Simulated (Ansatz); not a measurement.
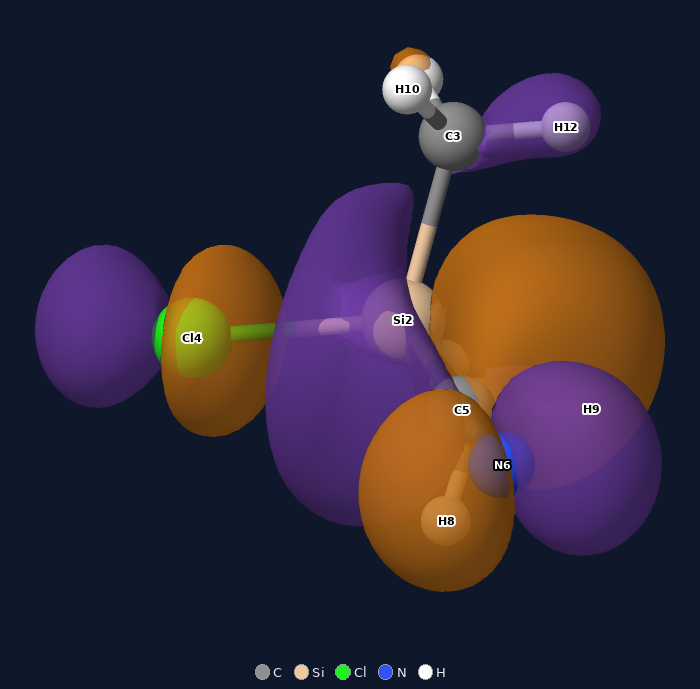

The picture shows: C$_{3}$H$_{6}$ClNSi (SMILES C[Si](C)(Cl)C#N). The LUMO at ±0.08 Å⁻³ᐟ² (orange and purple are the two phases), seen at an oblique angle.

Geometry: PBE0-D4/def2-TZVP.

All numbers below come from Ansatz 0.2.0, RKS PBE0-D4/def2-TZVPP.

```xyz
12

C    -1.2081   -0.5785    0.9960
Si   -0.1870    0.0054   -0.4311
C     1.6302   -0.2938   -0.2624
Cl   -0.8753   -0.8323   -2.1733
C    -0.4496    1.8356   -0.6094
N    -0.5970    2.9756   -0.6835
H    -1.1016   -1.6587    1.1203
H    -2.2634   -0.3513    0.8356
H    -0.8848   -0.0885    1.9180
H     2.1685    0.0934   -1.1293
H     1.8312   -1.3644   -0.1799
H     2.0138    0.2023    0.6330
```

Where does this orbital lie, and at what energy?

Answer. Its weight (Hirshfeld) is mainly on N6 (about 25 %), C5 (about 25 %), Si2 (about 25 %) and Cl4 (about 10 %). Its energy is −0.59 eV.
